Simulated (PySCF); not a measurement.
```yaml
atoms:
  - { symbol: Ni, position_ang: [0.0000, 0.0000, -0.3525] }
  - { symbol: N, position_ang: [0.0000, 0.0000, 1.4585] }
```

These are results of PySCF, PBE0/def2-TZVPPD, non-relativistic Hamiltonian with scalar-relativistic core potentials where named, at a bond length of 1.811 Å, not measurements.

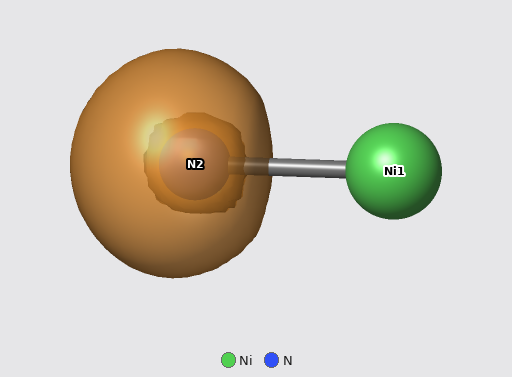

NiN (charge +1, quintet). Isosurface of the electron localisation function at 0.75 (orange), seen from one side. Core shells and regions of very low density are left out.

Identify the bonds, lone pairs and shells in this picture.

Answer. At this value the surface marks out one region wrapped around N (its valence shell). Along the contacts the grid gives the following. Ni–N (1.81 Å): the ELF peaks at about 0.85 in the valence shell of N, 0.5 Å from its nucleus, and is about 0.30 at the midpoint.
